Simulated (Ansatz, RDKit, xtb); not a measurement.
# Isomers of C6H5NOSi, a sample narrowed down

Which of a sample of isomers of C6H5NOSi is the most stable in the gas at 298.15 K, and what are its properties? The sample is small against all isomers, and the most stable one of this formula need not be in it.

Plan: many cheap relaxations first (GFN2-xTB), then density-functional screening, relaxation at PBE-D3(BJ)/def2-SVP, vibrations (at GFN2-xTB) and a final energy. The numbers are computed, not measured.

**1. Drawing up candidates**

Isomers were taken from a list of plausible structures; this is a sample, not all of them. That gives 10 candidates.

```
label                   SMILES     spin
 c178   N#CC1=CC=C(C=O)[SiH2]1  singlet
 c247    N#CC1=CC=C[Si@@H]1C=O  singlet
 c306     N#CC1=C[SiH2]C=C1C=O  singlet
 c410   N#CC1=C[SiH2]C(C=O)=C1  singlet
 c456    N#C[Si@@H]1C=CC=C1C=O  singlet
 c460   N#CC1=C(C=O)[SiH2]C=C1  singlet
 c654   N#CC1=CC(C=O)=C[SiH2]1  singlet
 c693  N#CC1=C[Si@@H](C=O)C=C1  singlet
 c826     N#C[Si]1(C=O)C=CC=C1  singlet
 c888   N#CC1=C(C=O)C=C[SiH2]1  singlet
```

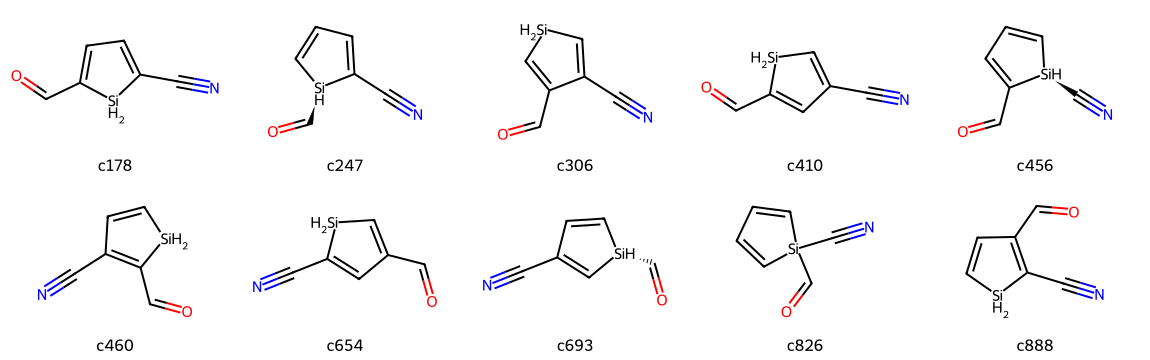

Structural formulas of the candidates.

Candidates are built by distance geometry, with a force field where one applies, in up to four conformers (letters a to d).

**2. Cheap relaxation of all starts**

All 18 starts are relaxed the same way. One of them, c306a (taken from a list of positional isomers, embedded by distance geometry and MMFF94), in full:

Contents of start.xyz:

```xyz
14
c306a
C     -0.766416    -1.613943    -0.212979
C     -0.876852    -0.253089     0.190820
C     -2.039530     0.178352     0.744980
C     -0.097387     1.931347     0.532464
C      0.182406     0.730812     0.070896
C      1.524486     0.410490    -0.495585
N     -0.639795    -2.722943    -0.545693
O      2.396920     1.245356    -0.595942
Si    -1.869884     2.054075     1.178956
H     -2.912598    -0.305332     0.984805
H     -1.901392     2.277820     2.699484
H     -2.732601     2.898188     0.381939
H      0.552361     2.810106     0.494783
H      1.691220    -0.610077    -0.870078
```

Launch:

```bash
$ xtb start.xyz --gfn 2 --opt
```

Standard output, cut to the lines that bear on the results:

```text
* xtb version 6.7.1
[...]
          :  # basis functions                  47          :
[...]
          :  # electrons                        44          :
[...]
          :  Hamiltonian                  GFN2-xTB          :
[...]
          :  net charge                          0          :
          :  unpaired electrons                  0          :
[...]
   *** convergence criteria satisfied after 13 iterations ***
[...]
   *** GEOMETRY OPTIMIZATION CONVERGED AFTER 10 ITERATIONS ***
[...]
   *** convergence criteria satisfied after 3 iterations ***
[...]
         ::                     SUMMARY                     ::
         :::::::::::::::::::::::::::::::::::::::::::::::::::::
         :: total energy             -23.988835167282 Eh    ::
         :: gradient norm              0.000291904897 Eh/a0 ::
         :: HOMO-LUMO gap              2.175135838963 eV    ::
         ::.................................................::
         :: SCC energy               -24.380260512722 Eh    ::
         :: -> isotropic ES            0.044056022393 Eh    ::
         :: -> anisotropic ES          0.002202712979 Eh    ::
         :: -> anisotropic XC          0.023838063290 Eh    ::
         :: -> dispersion             -0.012494677671 Eh    ::
         :: repulsion energy           0.391425345440 Eh    ::
         :: add. restraining           0.000000000000 Eh    ::
         :: total charge               0.000000000000 e     ::
         :::::::::::::::::::::::::::::::::::::::::::::::::::::
[...]
        22        2.0000           -0.4062552             -11.0548 (HOMO)
        23                         -0.3263205              -8.8796 (LUMO)
[...]
     #   Z          covCN         q      C6AA      α(0)
     1   6          1.906     0.113    28.323     8.595
     2   6          3.057     0.009    27.756     8.640
     3   6          2.812    -0.130    31.300     9.166
     4   6          2.809    -0.119    31.012     9.124
     5   6          3.047    -0.015    28.339     8.731
     6   6          2.762     0.211    23.537     7.945
     7   7          0.911    -0.228    25.980     7.372
     8   8          0.857    -0.326    20.258     6.034
     9  14          3.775     0.462    97.841    18.928
    10   1          0.926     0.044     2.398     2.422
    11   1          0.919    -0.053     4.161     3.190
    12   1          0.919    -0.053     4.162     3.191
    13   1          0.926     0.063     2.161     2.299
    14   1          0.922     0.022     2.707     2.573
[...]
molecular dipole:
                 x           y           z       tot (Debye)
 q only:       -1.557       1.262       0.926
   full:       -1.514       1.310       0.922       5.602
molecular quadrupole (traceless):
[...]
          | TOTAL ENERGY              -23.988835167282 Eh   |
          | GRADIENT NORM               0.000291904897 Eh/α |
          | HOMO-LUMO GAP               2.175135838963 eV   |
           -------------------------------------------------
[...]
```

Wall time 0.14 s (2 threads of Arm Neoverse V1, shared host).

**3. What the search left**

18 of the 18 relaxations converged; the search merged 1 into others by its test of bonds and energy. 17 distinct structures remain:

```
label  start             SMILES after     spin  energy (kcal/mol)
c178a  drawn   N#CC1=CC=C(C=O)[SiH2]1  singlet                0.0
c178b  drawn   N#CC1=CC=C(C=O)[SiH2]1  singlet                2.1
c888a  drawn   N#CC1=C(C=O)C=C[SiH2]1  singlet                3.6
c460a  drawn   N#CC1=C(C=O)[SiH2]C=C1  singlet                4.2
c410a  drawn   N#CC1=C[SiH2]C(C=O)=C1  singlet                4.3
c654a  drawn   N#CC1=CC(C=O)=C[SiH2]1  singlet                4.3
c654b  drawn   N#CC1=CC(C=O)=C[SiH2]1  singlet                4.4
c888b  drawn   N#CC1=C(C=O)C=C[SiH2]1  singlet                5.3
c410b  drawn   N#CC1=C[SiH2]C(C=O)=C1  singlet                6.5
c460b  drawn   N#CC1=C(C=O)[SiH2]C=C1  singlet                7.3
c306a  drawn     N#CC1=C[SiH2]C=C1C=O  singlet                7.8
c306b  drawn     N#CC1=C[SiH2]C=C1C=O  singlet                9.1
c456a  drawn    N#C[Si@@H]1C=CC=C1C=O  singlet               17.3
c456b  drawn    N#C[Si@@H]1C=CC=C1C=O  singlet               19.1
c247a  drawn    N#CC1=CC=C[Si@@H]1C=O  singlet               22.9
c693b  drawn  N#CC1=C[Si@@H](C=O)C=C1  singlet               25.6
c826a  drawn     N#C[Si]1(C=O)C=CC=C1  singlet               40.6
```

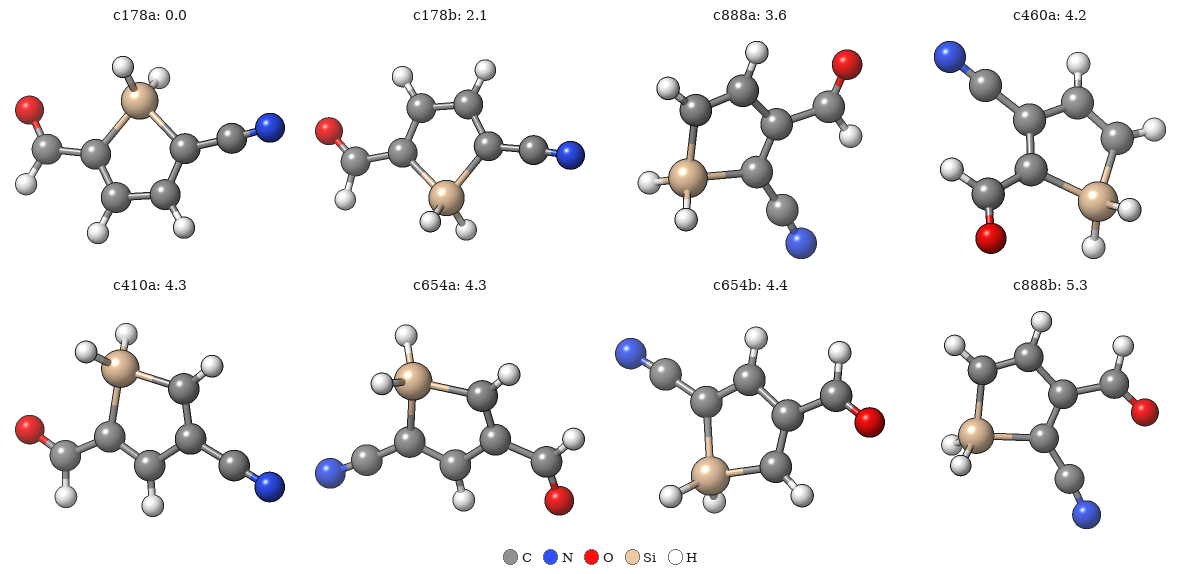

The 8 lowest minima that did not fall apart, with their GFN2-xTB energies in kcal/mol.

**4. Screening with a density functional**

A choice of the minima (the low ones first, few conformers of a pattern, up to a cap) and the lowest that fell apart get a single point at r2SCAN-D4/def2-SVP on the tight-binding geometry, and one at HF/STO-3G for comparison. Some singlets are also tried as triplets at the same geometry (label ending in t). The first, c178a:

Contents of input.yaml:

```yaml
crystal:
  periodic: [false, false, false]
  atoms:
    - {symbol: C, position_ang: [0.243856, -1.696095, -1.178343]}
    - {symbol: C, position_ang: [-0.239662, -0.619759, -0.443363]}
    - {symbol: C, position_ang: [-1.486472, -0.551256, 0.080813]}
    - {symbol: C, position_ang: [-1.794547, 0.648602, 0.813348]}
    - {symbol: C, position_ang: [-0.805595, 1.570253, 0.894041]}
    - {symbol: C, position_ang: [-0.911652, 2.836529, 1.581409]}
    - {symbol: N, position_ang: [0.692768, -2.561066, -1.789457]}
    - {symbol: O, position_ang: [-0.015761, 3.646303, 1.637971]}
    - {symbol: Si, position_ang: [0.742421, 0.970120, -0.021036]}
    - {symbol: H, position_ang: [-2.224391, -1.333263, -0.027871]}
    - {symbol: H, position_ang: [-2.770572, 0.775175, 1.261207]}
    - {symbol: H, position_ang: [-1.888626, 3.030872, 2.068642]}
    - {symbol: H, position_ang: [1.869145, 0.672110, 0.855121]}
    - {symbol: H, position_ang: [1.050390, 1.730824, -1.226190]}
basis:
  gaussian: {orbitals: def2-SVP}
hamiltonian: {xc: r2scan, dispersion: d4}
output: {orbitals: {seedname: orbitals}}
scf: {lower_state_search: "off"}
```

Launch:

```bash
$ ansatz run input.yaml --threads 2 --pin off --max-ram 5220MiB --events-out events.jsonl --progress --plain --runs-dir runs
```

Standard output, cut to the lines that bear on the results:

```text
Warning: RAYON_NUM_THREADS=2 ignored (pool sized by the plan → 2); use --threads N
Functional definition: r2SCAN
  name "r2SCAN"
[...]
1749 factors; their error is unknown
[...]
mean field -17700.04008914 eV, -650.4644757576 hartree, gradient 5.8e-6 eV, S^2 0.000000; 0 other end points of the search recorded, 0 dependent functions left out
reference -17700.04009930 eV, -650.4644761312 hartree; 35, 35 occupied and 120, 120 virtual orbitals, 1749 factors
Total energy: -17700.15266396 eV, -650.4686128061 hartree
Checks for a lower state left out: stability, starts, cluster_reference, orbital_swaps, neighbouring_geometries, increment
```

Run time: 5.1 s. Hardware: 2 threads of Arm Neoverse V1, shared host; peak memory 0.21 GiB.

Relative energies in kcal/mol, each column from its lowest structure that stays in one piece:

```
 label                   SMILES     spin  GFN2-xTB  HF/STO-3G  r2SCAN-D4/def2-SVP
 c456a    N#C[Si@@H]1C=CC=C1C=O  singlet      17.3        0.0                 0.0
 c456b    N#C[Si@@H]1C=CC=C1C=O  singlet      19.1        0.9                 2.5
 c178a   N#CC1=CC=C(C=O)[SiH2]1  singlet       0.0       10.1                 2.8
 c654a   N#CC1=CC(C=O)=C[SiH2]1  singlet       4.3        9.2                 5.2
 c888a   N#CC1=C(C=O)C=C[SiH2]1  singlet       3.6       10.2                 5.3
 c178b   N#CC1=CC=C(C=O)[SiH2]1  singlet       2.1       11.1                 5.7
 c410a   N#CC1=C[SiH2]C(C=O)=C1  singlet       4.3       11.1                 6.7
 c460a   N#CC1=C(C=O)[SiH2]C=C1  singlet       4.2       12.0                 7.1
 c654b   N#CC1=CC(C=O)=C[SiH2]1  singlet       4.4        9.7                 7.6
 c888b   N#CC1=C(C=O)C=C[SiH2]1  singlet       5.3       11.4                 8.9
 c410b   N#CC1=C[SiH2]C(C=O)=C1  singlet       6.5       12.5                 9.9
 c306b     N#CC1=C[SiH2]C=C1C=O  singlet       9.1       12.8                10.9
 c460b   N#CC1=C(C=O)[SiH2]C=C1  singlet       7.3       13.9                11.0
 c306a     N#CC1=C[SiH2]C=C1C=O  singlet       7.8       11.9                11.1
 c247a    N#CC1=CC=C[Si@@H]1C=O  singlet      22.9       11.4                14.8
 c693b  N#CC1=C[Si@@H](C=O)C=C1  singlet      25.6       12.9                17.7
c178at   N#CC1=CC=C(C=O)[SiH2]1  triplet         –          –                47.3
c456at    N#C[Si@@H]1C=CC=C1C=O  triplet         –          –                49.2
```

**5. Refinement at PBE-D3(BJ)/def2-SVP**

6 candidates are relaxed at PBE-D3(BJ)/def2-SVP (chosen among the lowest in one piece, one conformer a pattern). The first, c456a:

Contents of input.yaml:

```yaml
crystal:
  periodic: [false, false, false]
  atoms:
    - {symbol: C, position_ang: [-0.447367, -0.793845, 2.392476]}
    - {symbol: C, position_ang: [2.188370, -0.752947, 0.840871]}
    - {symbol: C, position_ang: [2.839912, 0.414940, 0.724862]}
    - {symbol: C, position_ang: [2.017981, 1.592676, 0.540393]}
    - {symbol: C, position_ang: [0.681103, 1.392859, 0.509795]}
    - {symbol: C, position_ang: [-0.307091, 2.426892, 0.314325]}
    - {symbol: N, position_ang: [-0.913189, -1.019003, 3.413484]}
    - {symbol: O, position_ang: [-1.494638, 2.219058, 0.224726]}
    - {symbol: Si, position_ang: [0.319077, -0.455441, 0.724003]}
    - {symbol: H, position_ang: [-0.405972, -1.144667, -0.334528]}
    - {symbol: H, position_ang: [2.703549, -1.686633, 0.988217]}
    - {symbol: H, position_ang: [3.915229, 0.515202, 0.761513]}
    - {symbol: H, position_ang: [2.476840, 2.565658, 0.431514]}
    - {symbol: H, position_ang: [0.100165, 3.456355, 0.242132]}
basis:
  gaussian:
    orbitals: def2-SVP
hamiltonian:
  xc: pbe
  dispersion: d3bj
scf:
  lower_state_search: "off"
relax:
  f_tol: 0.006
```

Launch:

```bash
$ ansatz run input.yaml --threads 2 --pin off --max-ram 5220MiB --events-out events.jsonl --progress --plain --runs-dir runs
```

Standard output, cut to the lines that bear on the results:

```text
Warning: RAYON_NUM_THREADS=2 ignored (pool sized by the plan → 2); use --threads N
[...]
Functional definition: PBE
  name "PBE"
[...]
1749 factors; their error is unknown
[...]
mean field -17690.64999368 eV, -650.1193961145 hartree, gradient 2.8e-6 eV, S^2 0.000000; 0 other end points of the search recorded, 0 dependent functions left out
[...]
reference -17690.65002917 eV, -650.1193974186 hartree; 35, 35 occupied and 120, 120 virtual orbitals, 1749 factors
relax step   1: F+E_penalty+E_count = -17691.08346158 eV  Δ(F+E_penalty+E_count) = +0.000e0 eV  max|allowed force component| = 3.465e0 eV/Å  Δτ_max = 0.0000 Å  (24 SCF iters, accepted)
[...]
relax step   7: F+E_penalty+E_count = -17691.27891697 eV  Δ(F+E_penalty+E_count) = -2.257e-4 eV  max|allowed force component| = 9.517e-3 eV/Å  Δτ_max = 0.0160 Å  (24 SCF iters, accepted)
[...]
Atom 5 at    -0.337489     2.462654     0.324934 Å, force     0.003609    -0.004864     0.001670 eV/Å
Atom 6 at    -0.993328    -1.062953     3.398503 Å, force     0.000434    -0.000419     0.000165 eV/Å
Atom 7 at    -1.542607     2.253899     0.287740 Å, force    -0.002318     0.002310    -0.000793 eV/Å
Atom 8 at     0.364629    -0.435680     0.760684 Å, force    -0.001360    -0.001477     0.000449 eV/Å
Atom 9 at    -0.373296    -1.144445    -0.331111 Å, force     0.000701     0.000366     0.000102 eV/Å
Atom 10 at     2.747420    -1.739469     1.034467 Å, force    -0.000611     0.000074    -0.000954 eV/Å
Atom 11 at     3.960740     0.499144     0.726445 Å, force    -0.000081    -0.000303    -0.000523 eV/Å
Atom 12 at     2.484973     2.589027     0.375509 Å, force    -0.000791     0.000218     0.001310 eV/Å
Atom 13 at     0.080844     3.508874     0.210577 Å, force     0.000597    -0.000230    -0.002419 eV/Å
Dipole moment:     1.055790     0.082914    -0.521425 e Å
Checks for a lower state left out: stability, starts, cluster_reference, orbital_swaps, neighbouring_geometries, increment
```

Wall time 27 s (2 threads of Arm Neoverse V1, shared host); peak memory 0.2 GiB.

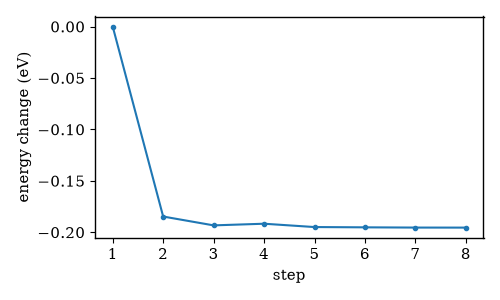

Energy along the run, all evaluated steps.

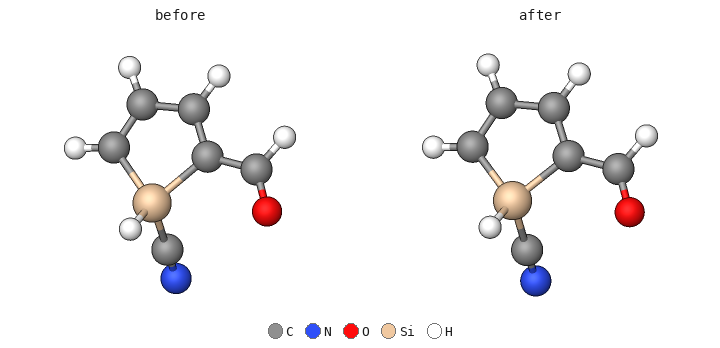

Before and after, at one scale.

After the run. Bond lengths: C2–C3 1.365 Å, C3–C4 1.477 Å, C4–C5 1.370 Å, C5–C6 1.464 Å, C1–N7 1.174 Å, C6–O8 1.224 Å, C1–Si9 1.859 Å, C2–Si9 1.887 Å, C5–Si9 1.887 Å, Si9–H10 1.496 Å, C2–H11 1.099 Å, C3–H12 1.103 Å, C4–H13 1.105 Å, C6–H14 1.133 Å. Some angles: C2–C3–C4 116.9°, C3–C2–Si9 107.1°, C3–C4–C5 117.1°, C4–C5–C6 125.5°, C4–C5–Si9 106.8°, C6–C5–Si9 127.7°, C5–C6–O8 123.7°, N7–C1–Si9 179.0°, C1–Si9–C2 110.8°, C1–Si9–C5 112.6°.

**6. Ranking at PBE-D3(BJ)/def2-SVP**

```
label     spin  r2SCAN-D4/def2-SVP (kcal/mol)  PBE-D3(BJ)/def2-SVP, relaxed (kcal/mol)  time
c456a  singlet                            0.0                                      0.0  27 s
c178a  singlet                            2.8                                      1.6  22 s
c888a  singlet                            5.3                                      4.0  27 s
c654a  singlet                            5.2                                      4.0  20 s
c410a  singlet                            6.7                                      5.6  26 s
c460a  singlet                            7.1                                      5.8  22 s
```

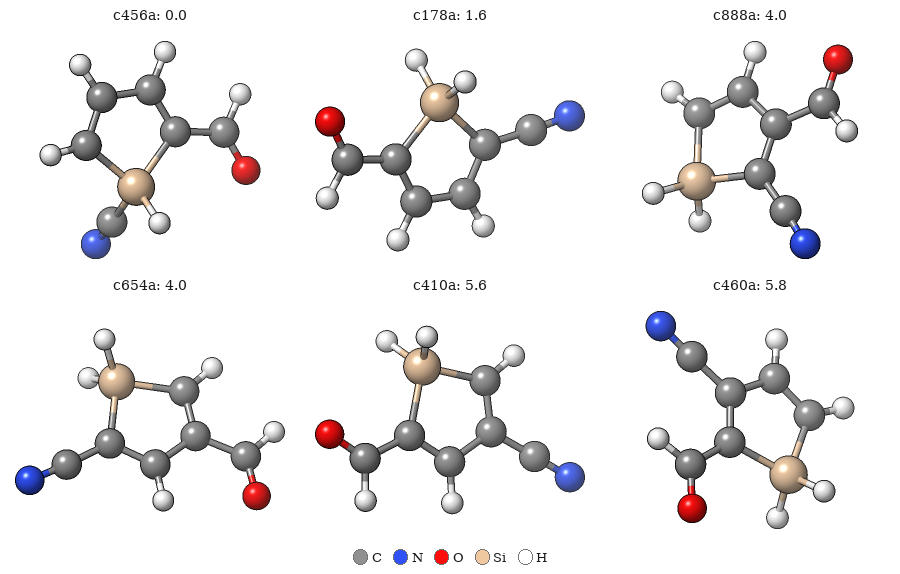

The relaxed structures, with energies at PBE-D3(BJ)/def2-SVP in kcal/mol.

**7. Vibrations and thermal terms**

The lowest few go on as finalists. In this search the thermal terms come from GFN2-xTB at its own nearest minimum. The first, c456a:

Contents of start.xyz:

```xyz
14
c456a
C     -0.478053    -0.814151     2.373698
C      2.214680    -0.791630     0.871919
C      2.862115     0.398922     0.711839
C      2.020483     1.596172     0.515442
C      0.662859     1.410740     0.513137
C     -0.337489     2.462654     0.324934
N     -0.993328    -1.062953     3.398503
O     -1.542607     2.253899     0.287740
Si     0.364629    -0.435680     0.760684
H     -0.373296    -1.144445    -0.331111
H      2.747420    -1.739469     1.034467
H      3.960740     0.499144     0.726445
H      2.484973     2.589027     0.375509
H      0.080844     3.508874     0.210577
```

Launch:

```bash
$ xtb start.xyz --gfn 2 --ohess tight
```

Standard output, cut to the lines that bear on the results:

```text
* xtb version 6.7.1
[...]
          :  # basis functions                  47          :
[...]
          :  # electrons                        44          :
[...]
          :  Hamiltonian                  GFN2-xTB          :
[...]
          :  net charge                          0          :
          :  unpaired electrons                  0          :
[...]
   *** convergence criteria satisfied after 15 iterations ***
[...]
   *** GEOMETRY OPTIMIZATION CONVERGED AFTER 11 ITERATIONS ***
[...]
   *** convergence criteria satisfied after 3 iterations ***
[...]
         ::                     SUMMARY                     ::
         :::::::::::::::::::::::::::::::::::::::::::::::::::::
         :: total energy             -23.973637809230 Eh    ::
         :: gradient norm              0.000358234096 Eh/a0 ::
         :: HOMO-LUMO gap              2.113887140123 eV    ::
         ::.................................................::
         :: SCC energy               -24.366063651390 Eh    ::
         :: -> isotropic ES            0.044644814282 Eh    ::
         :: -> anisotropic ES          0.001014310171 Eh    ::
         :: -> anisotropic XC          0.025471468064 Eh    ::
         :: -> dispersion             -0.012077118781 Eh    ::
         :: repulsion energy           0.392425842159 Eh    ::
         :: add. restraining           0.000000000000 Eh    ::
         :: total charge               0.000000000000 e     ::
         :::::::::::::::::::::::::::::::::::::::::::::::::::::
[...]
        22        2.0000           -0.4015328             -10.9263 (HOMO)
        23                         -0.3238488              -8.8124 (LUMO)
[...]
molecular dipole:
                 x           y           z       tot (Debye)
 q only:        1.313      -0.593      -0.591
   full:        1.921      -0.122      -1.044       5.565
molecular quadrupole (traceless):
[...]
          | TOTAL ENERGY              -23.973637809226 Eh   |
          | TOTAL ENTHALPY            -23.874238255527 Eh   |
          | TOTAL FREE ENERGY         -23.919846408786 Eh   |
          | GRADIENT NORM               0.000358153706 Eh/α |
[...]
```

Wall time 0.43 s (2 threads of Arm Neoverse V1, shared host); peak memory 0.11 GiB.

**8. Thermal terms of the finalists**

As xtb prints them, at 298.15 K, with its own treatment of low modes:

```
label                  SMILES     spin  lowest mode (cm⁻¹)  zero-point (kcal/mol)  G − E (kcal/mol)
c456a   N#C[Si@@H]1C=CC=C1C=O  singlet                  59                   55.8              33.8
c178a  N#CC1=CC=C(C=O)[SiH2]1  singlet                  67                   54.5              32.7
c888a  N#CC1=C(C=O)C=C[SiH2]1  singlet                  80                   54.5              32.8
c654a  N#CC1=CC(C=O)=C[SiH2]1  singlet                  79                   54.4              32.7
c410a  N#CC1=C[SiH2]C(C=O)=C1  singlet                  72                   54.3              32.6
c460a  N#CC1=C(C=O)[SiH2]C=C1  singlet                  87                   54.4              32.6
```

**9. Last filter: a higher level**

Each finalist gets a single point at CCSD(T)/def2-SVP + MP2/def2-TZVPP - MP2/def2-SVP.

c456a, CCSD(T)/def2-SVP:

Contents of input.yaml:

```yaml
crystal:
  periodic: [false, false, false]
  atoms:
    - symbol: C
      position_ang: [-0.478053, -0.814151, 2.373698]
    - symbol: C
      position_ang: [2.214680, -0.791630, 0.871919]
    - symbol: C
      position_ang: [2.862115, 0.398922, 0.711839]
    - symbol: C
      position_ang: [2.020483, 1.596172, 0.515442]
    - symbol: C
      position_ang: [0.662859, 1.410740, 0.513137]
    - symbol: C
      position_ang: [-0.337489, 2.462654, 0.324934]
    - symbol: N
      position_ang: [-0.993328, -1.062953, 3.398503]
    - symbol: O
      position_ang: [-1.542607, 2.253899, 0.287740]
    - symbol: Si
      position_ang: [0.364629, -0.435680, 0.760684]
    - symbol: H
      position_ang: [-0.373296, -1.144445, -0.331111]
    - symbol: H
      position_ang: [2.747420, -1.739469, 1.034467]
    - symbol: H
      position_ang: [3.960740, 0.499144, 0.726445]
    - symbol: H
      position_ang: [2.484973, 2.589027, 0.375509]
    - symbol: H
      position_ang: [0.080844, 3.508874, 0.210577]
basis:
  gaussian:
    orbitals: def2-SVP
correlation:
  method: ccsd_t
  frozen_orbitals: {Si: 5, H: 0, O: 1, "N": 1, C: 1}
```

Launch:

```bash
$ ansatz run input.yaml --threads 2 --pin off --max-ram 5220MiB --events-out events.jsonl --progress --plain --runs-dir runs
```

Standard output, cut to the lines that bear on the results:

```text
Warning: RAYON_NUM_THREADS=2 ignored (pool sized by the plan → 2); use --threads N
Functional definition: HF
  name "HF"
[...]
1572 factors; integrals over basis functions are off by at most 1.5e-3 eV
[...]
mean field -17631.84883033 eV, -647.9584932182 hartree, gradient 2.0e-6 eV, S^2 0.000000; 0 other end points of the search recorded, 0 dependent functions left out; unrestricted orbitals would lower it
13 core orbitals not correlated: weight in the atoms' cores, before any rotation towards them, 1.000 or more for the frozen orbitals, at most 0.000 for the correlated occupied ones
reference -17631.84883033 eV, -647.9584932182 hartree; 22, 22 occupied and 120, 120 virtual orbitals, 1572 factors
second order -32.36693634 eV of doubles, -0.00000000 eV of singles
cycle   1  -32.27842628 eV  change    8.9e-2 eV  update   1.6e-1
[...]
cycle  12  -33.64946950 eV  change   -2.6e-5 eV  update   1.1e-5
perturbative correction -1.48063467 eV, -0.0544123205 hartree
Total energy: -17666.97893450 eV, -649.2495007345 hartree
```

It took 1.7 min on 2 threads of Arm Neoverse V1, shared host; peak memory 1.5 GiB.

[end of part 1 of 2]
